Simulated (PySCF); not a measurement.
# CH6B2OS: electronic excitations and core binding energies

Aim: predict the electronic excitations and core binding energies of CH6B2OS (`BOBSC`).

Computed with PySCF 2.14.0, with density-fitted response routines of our own, on a single molecule in the gas phase. Atoms are numbered from 0 throughout.

### Step 1. Starting geometry

11 atoms, charge 0, multiplicity 1; geometry from: GFN2-xTB.

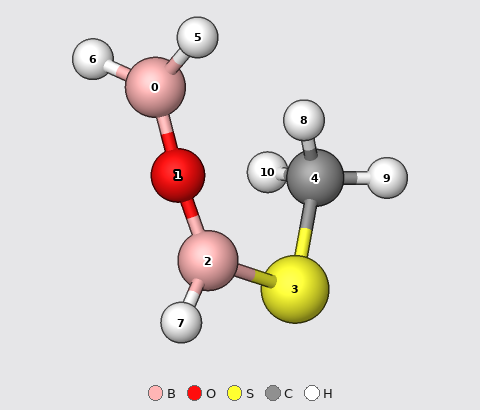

The starting geometry (boron pink, oxygen red, sulfur yellow, carbon grey, hydrogen white), atoms numbered.

### Step 2. Excited states and response: CAM-B3LYP/def2-SVPD

Job settings and geometry (Å):

```
{"job": {"kind": "uv", "xc": "CAM-B3LYP", "basis": "def2-SVPD", "nstates": 8, "ntriplets": 3}, "charge": 0, "multiplicity": 1}
B      1.806834    -0.585017     0.309720
O      1.141516     0.312323    -0.358528
B      0.366093     1.174320    -0.946795
S     -1.427179     1.136770    -0.707199
C     -1.675328    -0.316185     0.374108
H      2.193947    -0.326208     1.394863
H      2.017373    -1.635475    -0.184080
H      0.781388     2.018445    -1.646750
H     -0.806465    -0.460325     1.009356
H     -2.556761    -0.123433     0.976270
H     -1.835993    -1.192544    -0.246928
```

Level: TDDFT CAM-B3LYP/def2-SVPD, vertical, gas phase, core orbitals frozen in the response.

The run is started by

```console
> OMP_NUM_THREADS=1 python probes_run.py task.json out
```

The driver reads the jobs from task.json and runs them one after another.

The program printed:

```text
coarse grid: 9688 points
cycle   1  E = -564.4656651007  dE =  5.700e-01  |g| = 5.744e-01  |ddm| = 4.466e+00
cycle   2  E = -564.4338182854  dE =  3.185e-02  |g| = 7.541e-01  |ddm| = 1.183e+00
cycle   3  E = -564.5329479057  dE = -9.913e-02  |g| = 5.434e-02  |ddm| = 5.807e-01
cycle   4  E = -564.5336146416  dE = -6.667e-04  |g| = 2.695e-02  |ddm| = 1.452e-01
cycle   5  E = -564.5338355091  dE = -2.209e-04  |g| = 4.101e-03  |ddm| = 5.404e-02
cycle   6  E = -564.5338406624  dE = -5.153e-06  |g| = 8.786e-04  |ddm| = 1.115e-02
final grid: 88816 points
cycle   7  E = -564.6085400909  dE = -3.102e-05  |g| = 2.227e-03  |ddm| = 5.620e-02
cycle   8  E = -564.6085402870  dE = -1.961e-07  |g| = 2.528e-03  |ddm| = 8.690e-03
cycle   9  E = -564.6085415439  dE = -1.257e-06  |g| = 2.492e-04  |ddm| = 2.613e-03
cycle  10  E = -564.6085415592  dE = -1.529e-08  |g| = 2.118e-04  |ddm| = 6.730e-04
cycle  11  E = -564.6085415684  dE = -9.163e-09  |g| = 3.752e-05  |ddm| = 2.821e-04
cycle  12  E = -564.6085415688  dE = -4.884e-10  |g| = 9.326e-06  |ddm| = 1.012e-04
converged SCF energy = -564.6085415688

Static polarisability (au): isotropic 66.583, principal 52.588 68.434 78.728

Singlet excitations
state   eV       nm        f      main configurations
  1   5.6661    218.8   0.00055   H->L 0.68, H-2->L 0.29
  2   6.2420    198.6   0.07136   H->L+1 0.73
  3   6.3185    196.2   0.10106   H->L+2 0.63, H->L+1 0.12
  4   6.7632    183.3   0.00879   H-2->L 0.60, H->L 0.29
  5   6.9402    178.6   0.02546   H-1->L+1 0.37, H->L+3 0.21, H-1->L+2 0.12
  6   6.9841    177.5   0.03440   H->L+3 0.31, H-1->L+1 0.30, H-1->L+2 0.10
  7   7.6089    162.9   0.26372   H-1->L 0.89
  8   7.6581    161.9   0.01652   H->L+4 0.51, H->L+5 0.31

Triplet excitations (Tamm-Dancoff, eV): 5.1597 5.2767 5.8207
```

Run time: 20 s. Hardware: 1 thread, shared host.

The orbitals next to the gap, with their largest atomic shares:

```
orbital      eV                      atoms
 HOMO−3  -11.13  S3 32 %, C4 20 %, B2 17 %
 HOMO−2  -10.55  B0 31 %, O1 22 %, H6 17 %
 HOMO−1  -10.08  S3 52 %, B2 16 %, O1 13 %
   HOMO   -8.58   S3 64 %, B2 10 %, C4 9 %
   LUMO    0.14  B0 41 %, O1 21 %, H5 11 %
 LUMO+1    0.82  B2 32 %, S3 22 %, O1 17 %
 LUMO+2    0.89  B2 28 %, B0 21 %, S3 19 %
```

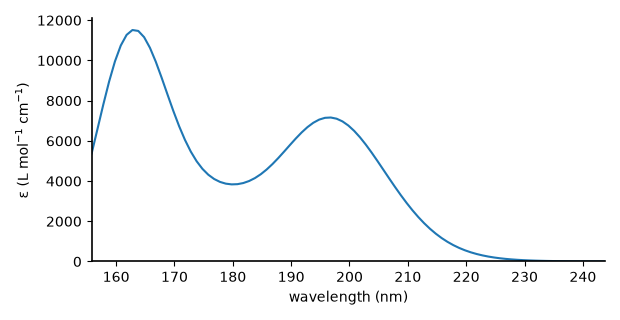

Absorption spectrum: each of the 8 states is a Gaussian band of 0.4 eV half-width at 1/e. Beyond the last state computed it falls off for lack of states.

Ground-state properties from the same run:

```
           property  computed
  dipole moment (D)      1.36
polarisability (Å³)      9.87
 HOMO–LUMO gap (eV)      8.72
      −ε(HOMO) (eV)      8.58
```

### Step 3. X-ray photoelectron lines: SCAN, X2C

The job, as its differences from that of step 2:

```diff
@@ -1,2 +1,2 @@
-{"job": {"kind": "uv", "xc": "CAM-B3LYP", "basis": "def2-SVPD", "nstates": 8, "ntriplets": 3}, "charge": 0, "multiplicity": 1}
+{"job": {"kind": "xps"}, "charge": 0, "multiplicity": 1}
 B      1.806834    -0.585017     0.309720
```

With the program's defaults for keys left out, this is: delta-SCF UKS SCAN, pcX-2 on the ionised atom, pcseg-1 elsewhere, spin-free X2C.

The program printed:

```text
ground state, core basis on atom 0 (B), 135 functions
  cycle   1  E = -565.79861518  |g| = 5.88e-01
  cycle   2  E = -565.61540188  |g| = 1.14e+00
  cycle   3  E = -565.86396187  |g| = 1.53e-01
  cycle   4  E = -565.86913155  |g| = 4.86e-02
  cycle   5  E = -565.86976819  |g| = 1.87e-02
  cycle   6  E = -565.86988598  |g| = 3.54e-03
  cycle   7  E = -565.86988859  |g| = 1.44e-03
  cycle   8  E = -565.86989135  |g| = 3.38e-04
  E(ground) = -565.89328454 Eh
hole in B 1s of atom 0
  cycle   1  E = -558.22813201  |g| = 1.16e+00
  cycle   2  E = -556.59226225  |g| = 1.77e+00
  cycle   3  E = -558.33114430  |g| = 6.69e-01
  cycle   4  E = -558.59827749  |g| = 2.72e-01
  cycle   5  E = -558.60534051  |g| = 2.51e-01
  cycle   6  E = -558.63280938  |g| = 4.09e-02
  cycle   7  E = -558.63370086  |g| = 2.22e-02
  cycle   8  E = -558.63406229  |g| = 1.09e-02
  cycle   9  E = -558.63423027  |g| = 6.26e-03
  cycle  10  E = -558.63430627  |g| = 3.29e-03
  cycle  11  E = -558.63432067  |g| = 2.00e-03
  cycle  12  E = -558.63432394  |g| = 9.50e-04
  cycle  13  E = -558.63432409  |g| = 2.73e-04
  E(ion) = -558.65748505 Eh   <S^2> = 0.8723   hole on atom = 1.000   binding energy = 196.896 eV
ground state, core basis on atom 1 (O), 135 functions
  cycle   1  E = -565.90499544  |g| = 1.14e-01
  cycle   2  E = -565.90190561  |g| = 1.50e-01
  cycle   3  E = -565.90546527  |g| = 4.67e-02
  cycle   4  E = -565.90585095  |g| = 6.22e-03
  cycle   5  E = -565.90586469  |g| = 5.14e-04
  cycle   6  E = -565.90586432  |g| = 2.12e-04
  E(ground) = -565.92493953 Eh
hole in O 1s of atom 1
  cycle   1  E = -545.25217214  |g| = 2.23e+00
  cycle   2  E = -544.50845276  |g| = 2.28e+00
  cycle   3  E = -545.85349470  |g| = 6.02e-01
  cycle   4  E = -545.86396942  |g| = 5.49e-01
  cycle   5  E = -546.07183336  |g| = 6.66e-02
  cycle   6  E = -546.07449263  |g| = 1.70e-02
  cycle   7  E = -546.07465979  |g| = 8.73e-03
  cycle   8  E = -546.07470147  |g| = 2.58e-03
  cycle   9  E = -546.07470604  |g| = 4.57e-04
  E(ion) = -546.09413827 Eh   <S^2> = 0.7608   hole on atom = 1.000   binding energy = 539.624 eV
ground state, core basis on atom 2 (B), 135 functions
  cycle   1  E = -565.86811551  |g| = 1.26e-01
  cycle   2  E = -565.86191089  |g| = 2.17e-01
  cycle   3  E = -565.87056236  |g| = 1.77e-02
  cycle   4  E = -565.87058238  |g| = 1.41e-02
  cycle   5  E = -565.87064393  |g| = 1.50e-03
  cycle   6  E = -565.87064548  |g| = 3.87e-04
  E(ground) = -565.89471443 Eh
hole in B 1s of atom 2
  cycle   1  E = -558.21672072  |g| = 1.18e+00
  cycle   2  E = -556.87281678  |g| = 1.85e+00
  cycle   3  E = -558.47619668  |g| = 5.00e-01
  cycle   4  E = -558.52058010  |g| = 4.43e-01
  cycle   5  E = -558.62027017  |g| = 1.64e-01
  cycle   6  E = -558.63576864  |g| = 3.26e-02
  cycle   7  E = -558.63624858  |g| = 1.79e-02
  cycle   8  E = -558.63649356  |g| = 5.63e-03
  cycle   9  E = -558.63654001  |g| = 3.04e-03
  cycle  10  E = -558.63655599  |g| = 1.33e-03
  cycle  11  E = -558.63655767  |g| = 8.69e-04
  cycle  12  E = -558.63655863  |g| = 2.51e-04
  E(ion) = -558.66165655 Eh   <S^2> = 0.8144   hole on atom = 1.000   binding energy = 196.822 eV
ground state, core basis on atom 3 (S), 146 functions
  cycle   1  E = -566.02241678  |g| = 4.05e-01
  cycle   2  E = -566.02238093  |g| = 3.53e-02
  cycle   3  E = -566.02198559  |g| = 4.94e-02
  cycle   4  E = -566.02268197  |g| = 5.51e-03
  cycle   5  E = -566.02268238  |g| = 2.19e-03
  cycle   6  E = -566.02268448  |g| = 3.06e-04
  E(ground) = -566.03139452 Eh
hole in S 1s of atom 3
  cycle   1  E = -473.78574905  |g| = 5.08e+00
  cycle   2  E = -472.21243008  |g| = 2.55e+00
  cycle   3  E = -462.27884776  |g| = 3.25e+00
  cycle   4  E = -474.97049617  |g| = 2.84e-01
  cycle   5  E = -474.99706287  |g| = 1.28e-01
  cycle   6  E = -475.00444529  |g| = 6.29e-02
  cycle   7  E = -475.00593597  |g| = 2.91e-02
  cycle   8  E = -475.00627613  |g| = 7.86e-03
  cycle   9  E = -475.00630028  |g| = 2.96e-03
  cycle  10  E = -475.00630357  |g| = 7.60e-04
  cycle  11  E = -475.00630492  |g| = 2.69e-04
  E(ion) = -475.00628843 Eh   <S^2> = 0.7515   hole on atom = 1.000   binding energy = 2476.919 eV
hole in S 2p of atom 3
  cycle   1  E = -559.33806319  |g| = 1.52e+00
  cycle   2  E = -557.45503196  |g| = 1.78e+00
  cycle   3  E = -557.20511318  |g| = 1.40e+00
  cycle   4  E = -559.76351194  |g| = 2.08e-01
  cycle   5  E = -559.77076460  |g| = 1.68e-01
  cycle   6  E = -559.78226443  |g| = 6.47e-02
  cycle   7  E = -559.78404725  |g| = 1.49e-02
  cycle   8  E = -559.78412319  |g| = 7.24e-03
  cycle   9  E = -559.78415171  |g| = 2.03e-03
  cycle  10  E = -559.78415694  |g| = 7.97e-04
  cycle  11  E = -559.78415709  |g| = 2.95e-04
  E(ion) = -559.79885116 Eh   <S^2> = 0.7553   hole on atom = 1.001   binding energy = 169.596 eV
  2p3/2 = 169.038 eV   2p1/2 = 170.276 eV
ground state, core basis on atom 4 (C), 135 functions
  cycle   1  E = -565.87460972  |g| = 6.34e-02
  cycle   2  E = -565.87412201  |g| = 5.12e-02
  cycle   3  E = -565.87463783  |g| = 2.93e-02
  cycle   4  E = -565.87486972  |g| = 9.08e-03
  cycle   5  E = -565.87488420  |g| = 5.34e-04
  cycle   6  E = -565.87488438  |g| = 1.23e-04
  E(ground) = -565.89737420 Eh
hole in C 1s of atom 4
  cycle   1  E = -554.59189682  |g| = 1.50e+00
  cycle   2  E = -553.71902375  |g| = 1.91e+00
  cycle   3  E = -555.08287616  |g| = 3.96e-01
  cycle   4  E = -555.14052264  |g| = 1.91e-01
  cycle   5  E = -555.15978221  |g| = 7.11e-02
  cycle   6  E = -555.16160908  |g| = 2.93e-02
  cycle   7  E = -555.16196707  |g| = 8.73e-03
  cycle   8  E = -555.16200848  |g| = 3.09e-03
  cycle   9  E = -555.16201668  |g| = 1.33e-03
  cycle  10  E = -555.16202028  |g| = 8.39e-04
  cycle  11  E = -555.16202010  |g| = 2.07e-04
  E(ion) = -555.18540845 Eh   <S^2> = 0.7735   hole on atom = 1.000   binding energy = 291.487 eV
```

Wall time 43 s (1 thread, shared host).

The holes in one table. −ε is the ground-state orbital energy:

```
     hole  stands for                environment  ΔSCF (eV; 2p as the shell's mean)  −ε (eV)   ⟨S²⟩
B1s on B0          B0     boron bonded to O, 2 H                  196.90 (doubtful)    181.0  0.872
O1s on O1          O1       oxygen bonded to 2 B                             539.62    518.0  0.761
B1s on B2          B2    boron bonded to O, S, H                             196.82    181.4  0.814
S1s on S3          S3      sulfur bonded to C, B                            2476.92   2414.9  0.752
S2p on S3          S3      sulfur bonded to C, B                             169.45    158.0  0.755
C1s on C4          C4  methyl carbon bonded to S                             291.49    274.7  0.774
```

Doubtful: the ion did not converge, its hole moved, or its ⟨S²⟩ is well above 0.75.

With the spin-orbit splitting: S3 2p3/2 169.04, 2p1/2 170.28 eV. The table gives each 2p level as the mean over the whole 2p shell (two parts 2p3/2, one part 2p1/2), which differs a little from the single hole in the log.

### Step 4. What came out

| quantity | value |
| --- | --- |
| lowest singlet (CAM-B3LYP/def2-SVPD) | 5.67 eV (219 nm), f = 0.001 |
| brightest single state of those computed | state 7, 7.61 eV, f = 0.264 |
| lowest triplet | 5.16 eV |
| O1s binding energies, SCAN/pcX-2 | O1 539.62 eV |
| B1s binding energies, SCAN/pcX-2 (standing for 1 of 2 atoms) | B2 196.82 eV |
| S1s binding energies, SCAN/pcX-2 | S3 2476.92 eV |
| S2p binding energies, SCAN/pcX-2 | S3 169.45 eV |
| C1s binding energies, SCAN/pcX-2 | C4 291.49 eV |

What this shows: The first singlet state (HOMO→LUMO 0.68, HOMO−2→LUMO 0.29) lies at 5.67 eV and is dark; of the 8 states computed, the strongest absorption comes from state 7 at 7.61 eV. The lowest triplet lies 0.51 eV below the lowest singlet (triplets in Tamm-Dancoff, singlets in full TDDFT).
